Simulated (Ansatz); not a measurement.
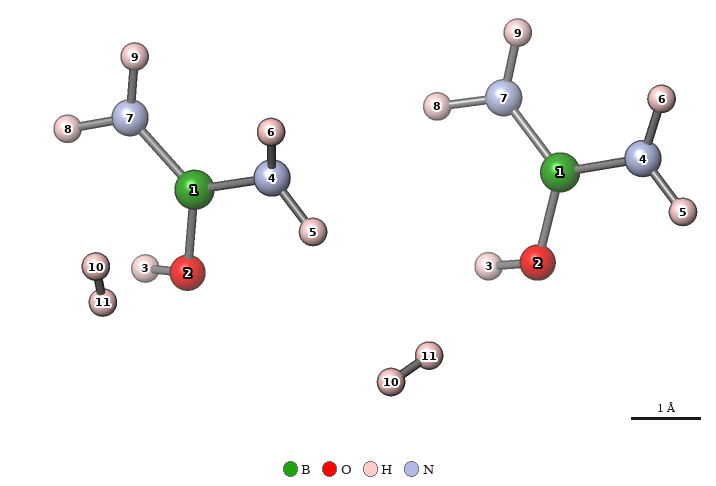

Two geometries of BN$_{2}$H$_{7}$O, drawn at one scale. One is the start of a relaxation, the other its converged end. The picture is a ball-and-stick view, seen at a tilt.

The calculation used RKS B3LYP/6-31G* in Ansatz 0.2.0. Settings: no spin polarisation; force threshold 0.03 eV/Å; at most 50 steps.

Which one is relaxed?

Answer. The right one is the relaxed one. The run prepares an end point of a later path (reaction) calculation, from a guessed geometry. After 16 accepted moves (17 points after the start) the energy has fallen by 0.272 eV. The largest force component goes from 1.2 to 0.026 eV/Å. The line search rejected the trial step at point 8 of the run. H10 moves most after the best rigid fit: 1.92 Å. By element the largest moves are H 1.92 Å, O 0.47 Å, N 0.41 Å, B 0.28 Å. Near-neighbour distances that change, for instance: H10–H11 0.707 → 0.744 Å, B1–O2 1.401 → 1.393 Å, B1–N7 1.429 → 1.433 Å. Bond angles that change, for instance: B1–N4–H6 120.6° → 124.4°. Cost: 45 s on 1 thread of Arm Neoverse V2 (shared host), peak memory 0.16 GiB.

Limits of the set-up: the start holds two separate molecules, 2.2 Å apart at their closest, whose relative position is a soft coordinate and is computed without a dispersion correction.
